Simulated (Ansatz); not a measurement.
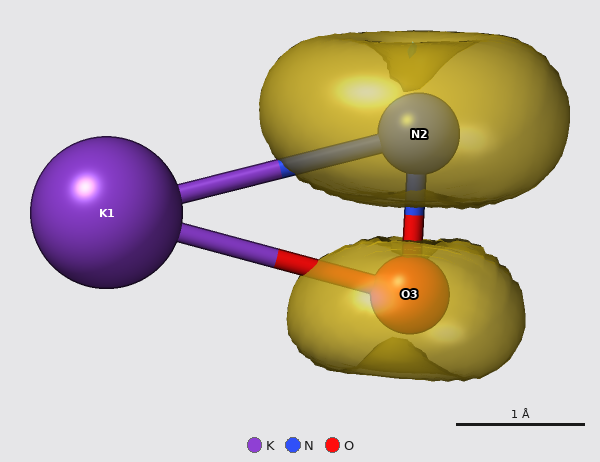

The picture shows: KNO (SMILES [N]1=[O+][K-]1) (triplet). Isosurfaces of the spin density (α minus β) at +0.05 (yellow) and −0.05 e/Å³ (cyan), seen across its widest extent.

Geometry: B3LYP-D3(BJ)/def2-SVP.

Level of theory: Ansatz 0.2.0, isolated molecule in a Gaussian basis; Kohn-Sham density functional theory, functional PBE0.

```yaml
atoms:
  - { symbol: K, position_ang: [-0.8076, 0.1170, -0.9674] }
  - { symbol: N, position_ang: [0.1516, 0.5153, 1.3331] }
  - { symbol: O, position_ang: [-0.8687, -0.2094, 1.4804] }
```

**Which atoms carry the spin?**

The unpaired spin (2 electrons) lies mostly on N2 (about 1.3), O3 (about 0.6) and K1 (about 0.1), in electrons by Hirshfeld's partition.
